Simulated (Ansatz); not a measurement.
## Electronic structure of CH₇AlS in real space

The calculation's input:

```
crystal:
  periodic: [false, false, false]
  atoms:
    - { symbol: Al, position_ang: [0.131891, 0.236849, 0.147268] }
    - { symbol: C, position_ang: [0.028753, 0.129048, 2.111788] }
    - { symbol: H, position_ang: [-0.923357, -0.26971, 2.483546] }
    - { symbol: H, position_ang: [0.851811, -0.43966, 2.561323] }
    - { symbol: H, position_ang: [0.106493, 1.142457, 2.535395] }
    - { symbol: H, position_ang: [1.525389, 0.526306, -0.567342] }
    - { symbol: H, position_ang: [-1.208383, 0.175093, -0.722725] }
    - { symbol: S, position_ang: [-0.128518, -3.135344, 0.827798] }
    - { symbol: H, position_ang: [-1.384428, -3.133302, 0.342517] }
    - { symbol: H, position_ang: [-0.392748, -2.119935, 1.724832] }
basis:
  gaussian: { orbitals: "6-31G*" }
hamiltonian:
  xc: pbe0
relax:
  f_tol: 0.03
  max_steps: 50
output:
  orbitals: {}
```

Command:

```sh
ansatz run input.yaml --threads 1 --pin off --max-ram 2048MiB --backend cpu --events-out ev --progress --plain --runs-dir out
```

The fields are those of the run's last geometry, not of the input's.

Level of theory: RKS PBE0/6-31G* (Ansatz).

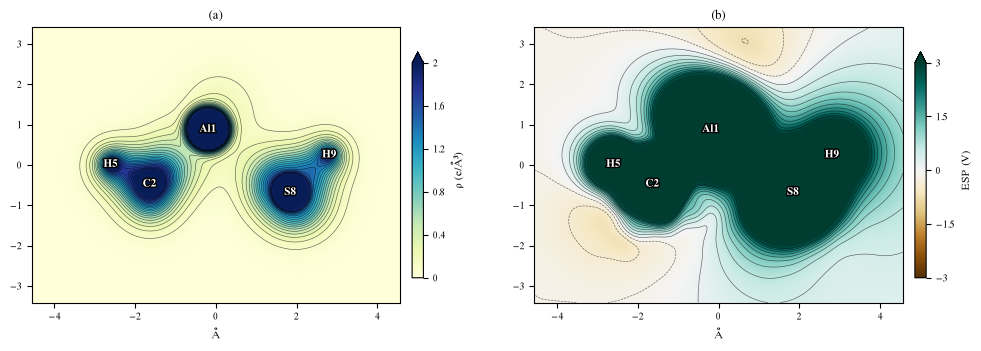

Figure 1. (a) electron density; (b) electrostatic potential on the plane of atoms Al1, C2 and H5.

> What does the map show?

- The section cuts through Al, C, H and S sites.
- C–Al (1.97 Å): ρ is about 0.7 e/Å³ halfway.
- Al–S (2.58 Å): ρ at the midpoint is about 0.32 e/Å³, with its minimum of 0.19 e/Å³ about 0.9 Å from Al.
- C–H (1.10 Å): the density is about 1.9 e/Å³ at the midpoint.
- S–H (1.35 Å): ρ at the midpoint is about 1.5 e/Å³.
- Outside the dense part of the molecule the potential is most negative (−0.7 V) near H6, which lies off the plane.

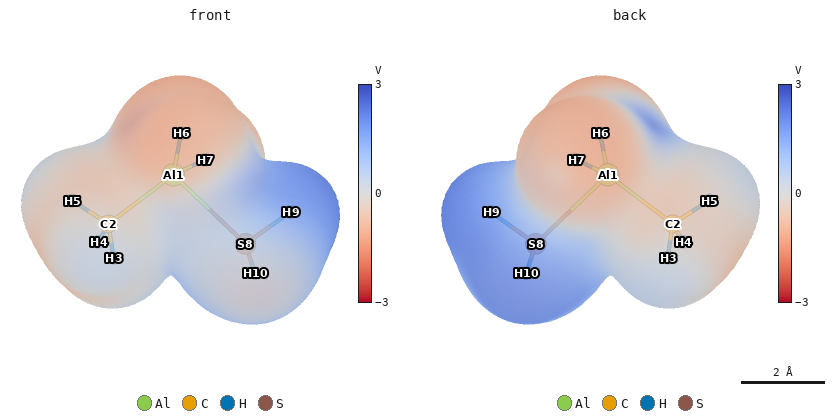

Figure 2. The electrostatic potential painted on the density surface at 0.002 e/bohr³, seen from the front and from behind; the colour scale runs from red (negative) to blue (positive).

> Where is the surface potential most negative and most positive?

The most negative region (about −1.1 V) lies over H6 and H7, the most positive (about +2.1 V) over S8, H9 and H10.

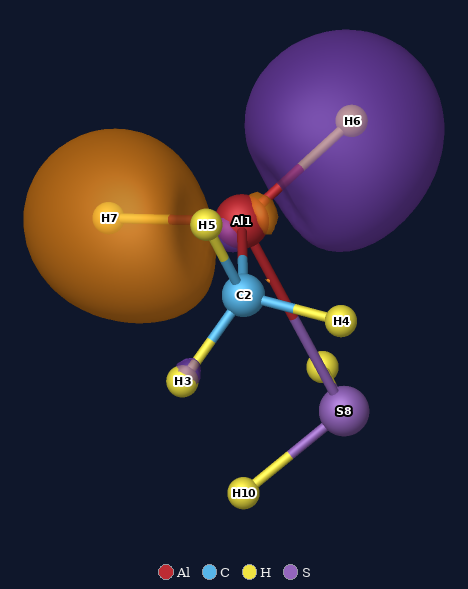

Figure 3. The HOMO−1 at ±0.15 Å⁻³ᐟ² (orange and purple are the two phases), seen at an oblique angle.

> Where does this orbital lie, and at what energy?

It lies mainly on Al1 (about 35 %), H6 (about 35 %) and H7 (about 25 %). Its energy is −7.51 eV.

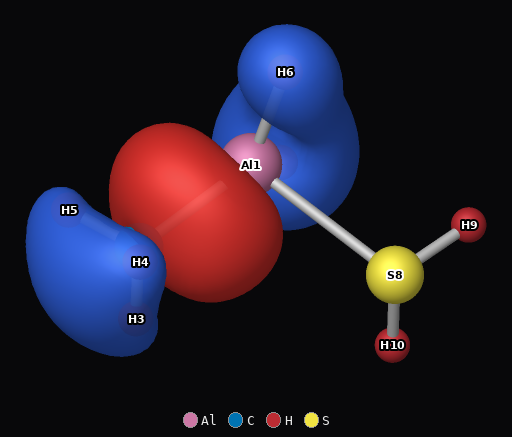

Figure 4. The HOMO at ±0.1 Å⁻³ᐟ² (blue and red are the two phases), seen across its widest extent.

> Where does this orbital lie, and at what energy?

By Hirshfeld shares it lies mainly on C2 (about 45 %), Al1 (about 25 %) and H7 (about 15 %). Its energy is −7.34 eV.
